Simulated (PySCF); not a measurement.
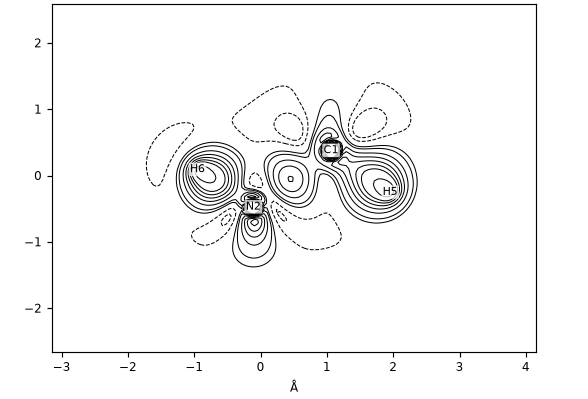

CH₇NSe, SMILES `CN.[SeH2]`. Deformation density (molecule less spherical, spin-averaged free atoms) in the plane of C1, N2, H5 and H6; contours at ±0.05 to ±0.8 e/Å³; solid lines: gain, dashed lines: loss.

PySCF calculation, B3LYP/aug-cc-pVDZ, gas phase; geometry: GFN2-xTB. The pair's geometry is semi-empirical, so its contact may be too short or too long. GFN2-xTB bond lengths at metals and heavier atoms can be off by up to 0.1 Å and shapes distorted, which carries into these values.

Cartesian coordinates (Å):

```
C1      -2.3784   -0.6845   -0.0290
N2      -2.4737    0.7559    0.0836
H3      -1.4076   -1.0508   -0.4135
H4      -3.1593   -1.0366   -0.7018
H5      -2.5429   -1.1254    0.9541
H6      -2.3371    1.1884   -0.8243
H7      -1.7498    1.1115    0.7011
Se8      1.1642   -0.0046   -0.0535
H9       0.7656   -0.5343    1.2236
H10      2.4329    0.4182    0.4687
```

Q: How much density has each bond in this plane gained at its critical point, relative to the free atoms?

A: N2–H6: +0.85 e/Å³ at the bond critical point (bond length 1.01 Å). C1–H5: +0.70 e/Å³ at the bond critical point (bond length 1.09 Å). C1–N2: +0.33 e/Å³ at the bond critical point (bond length 1.45 Å). In all, 2.1 electrons gather in the regions of gain relative to the promolecule.
